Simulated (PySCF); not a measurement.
**AsH3 (SMILES [H][As]([H])[H]) at RPA/SBKJC (core potential)**

Aim: the vertical singlet–triplet gap of AsH3 at RPA/SBKJC (core potential), from 2 runs. 

The calculation is run with PySCF 2.14.0.

## (1) The molecule

AsH3 has 4 atoms, charge 0, and is taken as a singlet. As SMILES, `[H][As]([H])[H]`. The shape comes from GFN2-xTB, which is rough for such elements, and wasn't checked as a minimum.

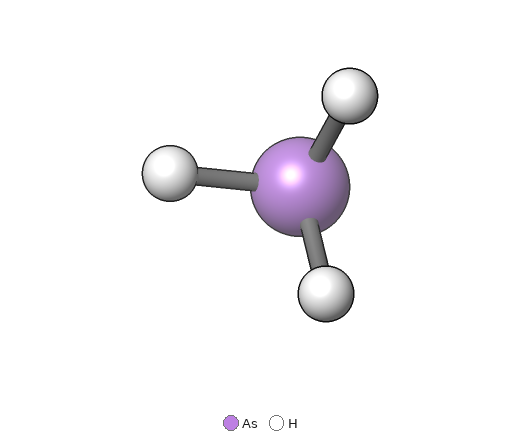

The structure, seen from a chosen angle (arsenic purple, hydrogen white).

## (2) The energy at RPA/SBKJC (core potential)

input.py

```python
from pyscf import gto
from pyscf.gw.rpa import RPA

mol = gto.M(
    atom='''
As      -0.004370       0.005540       0.655970
H        1.216520      -0.029700      -0.207950
H       -0.582780       1.061080      -0.232340
H       -0.629370      -1.036930      -0.215680
''',
    ecp={'As': 'sbkjc'},
    spin=0,
    verbose=3,
    basis='sbkjc',
    max_memory=1860,
)

myscf = mol.RHF()
myscf.conv_tol = 1e-10
myscf.kernel()
if not myscf.converged:
    myscf = myscf.newton().run(myscf.mo_coeff, myscf.mo_occ)

rpa = RPA(myscf)
rpa.kernel()
e_exx = myscf.e_tot
energy = e_exx + rpa.e_corr
print(f'total energy: {energy:.8f} hartree')
```

Started as:

```sh
$ OMP_NUM_THREADS=1 python input.py
```

The log of the run:

```text
converged SCF energy = -7.72538226115024

WARN: Even tempered Gaussians are generated as DF auxbasis for  As H

E(RPA) = -7.80453192442934  E_corr = -0.0802374596314657  E_hf = -7.72429446479788
total energy: -7.80561972 hartree
```

It took 0.83 s on 1 thread of Intel Xeon Platinum 8375C at 2.90GHz (Ice Lake), shared host; peak memory 0.12 GiB.

## (3) The triplet at the same level

geometry.xyz

```xyz
4

As    -0.004370     0.005540     0.655970
H      1.216520    -0.029700    -0.207950
H     -0.582780     1.061080    -0.232340
H     -0.629370    -1.036930    -0.215680
```

run.py

```python
from pyscf import gto
from pyscf.gw.urpa import URPA

mol = gto.M(
    atom='geometry.xyz',
    basis='sbkjc',
    verbose=3,
    spin=2,
    charge=0,
    ecp={'As': 'sbkjc'},
    max_memory=1860,
)

mf = mol.UHF()
mf.conv_tol = 1e-10
mf.kernel()
if not mf.converged:
    mf = mf.newton().run(mf.mo_coeff, mf.mo_occ)

rpa = URPA(mf)
rpa.kernel()
e_exx = mf.e_tot
e_final = e_exx + rpa.e_corr
print(f'total energy: {e_final:.8f} hartree')
```

Started as:

```sh
$ OMP_NUM_THREADS=1 python run.py
```

The log of the run:

```text
WARN: HOMO 0.149319600206135 >= LUMO -0.234111626813772

converged SCF energy = -7.49333934584521  <S^2> = 2.0113566  2S+1 = 3.0075615

WARN: Even tempered Gaussians are generated as DF auxbasis for  H As

E(URPA) = -7.55752389970631  E_corr = -0.0709464120442906  E_hf = -7.48657748766202
total energy: -7.56428576 hartree
```

Run time: 1 s. Hardware: 1 thread of Intel Xeon Platinum 8375C at 2.90GHz (Ice Lake), shared host; peak memory 0.12 GiB.

## (4) Results

Level: RPA/SBKJC (core potential).

| quantity | value |
| --- | --- |
| singlet: total energy | -7.80562 Eh |
| singlet: dipole moment (Hartree–Fock density) | 1.26 D |
| singlet: HOMO energy (Hartree–Fock orbitals) | -10.46 eV |
| singlet: LUMO energy (Hartree–Fock orbitals) | 4.02 eV |
| singlet: HOMO–LUMO gap (Hartree–Fock orbitals) | 14.47 eV |
| singlet: RPA correlation energy | -80.2 mEh |
| triplet: total energy | -7.56429 Eh |
| triplet: dipole moment (Hartree–Fock density) | 0.16 D |
| triplet: HOMO energy (Hartree–Fock orbitals) (highest over α and β) | -3.71 eV |
| triplet: LUMO energy (Hartree–Fock orbitals) (lowest over α and β) | -1.62 eV |
| triplet: RPA correlation energy | -70.9 mEh |
| triplet: ⟨S²⟩ | 2.011 |
| vertical energy of the triplet above the singlet | 6.567 eV |

What this shows: At this shape the triplet lies 6.57 eV (151 kcal/mol) above the singlet. Mulliken charges (singlet) of the mean-field density run from -0.07 on H3 to +0.22 on As1; they depend strongly on the basis.
